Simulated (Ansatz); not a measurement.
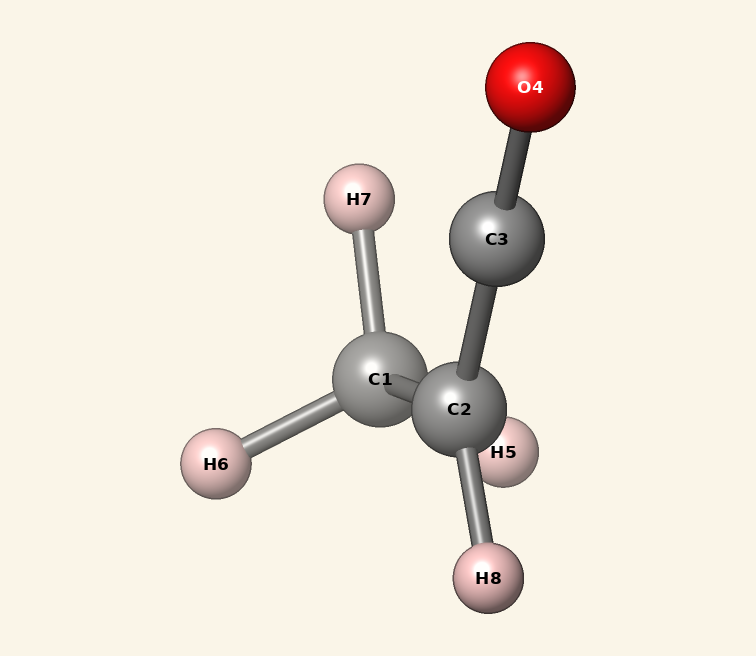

C1 lies behind C2. The molecule seen a little off the C2–C1 bond, C2 in front. Atoms fade into the background with distance from the viewer. The computed structure is the end point of a PBE0-D4/def2-TZVP optimisation.

### What is the torsion angle C3–C2–C1–H5? The sign is positive where the front bond must turn clockwise to cover the back bond.

120°, anticlinal.
